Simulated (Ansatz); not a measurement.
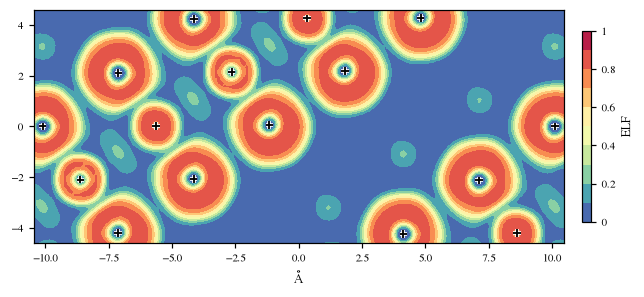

The electron localisation function on a plane through atoms (crosses mark nuclei in the plane).

All numbers below come from Ansatz 0.2.0, DFT PBE, scalar-relativistic, plane waves, PAW.

Candidates:
A. Hf$_{3}$ZrS$_{8}$, a = 12.68 Å, b = 7.32 Å, c = 9.31 Å, α = 90.00°, β = 132.91°, γ = 90.00°. Space group C2/m; a structure generated by program, which may or may not match a known phase.
B. SnRu$_{4}$, a = 6.16 Å, b = 6.16 Å, c = 2.68 Å, α = 90.00°, β = 90.00°, γ = 90.00°. Space group P4/mmm; a structure generated by program, which may or may not match a known phase; computed without spin polarisation.
C. Be$_{2}$CdS$_{2}$, a = 3.08 Å, b = 22.42 Å, c = 3.07 Å, α = 90.00°, β = 90.00°, γ = 90.00°. Space group Cmmm; a structure generated by program, which may or may not match a known phase.

Question: Which candidate gave the map?

Answer: Candidate A: Hf$_{3}$ZrS$_{8}$ on the (111) plane of the conventional cell, which holds Zr, Hf and S. Hf–S (2.56 Å): the ELF peaks at about 0.85 in the valence shell of S, 0.8 Å from its nucleus, and is about 0.40 at the midpoint. Zr–S (2.57 Å): the ELF peaks at about 0.85 in the valence shell of S, 0.8 Å from its nucleus, and is about 0.40 at the midpoint.
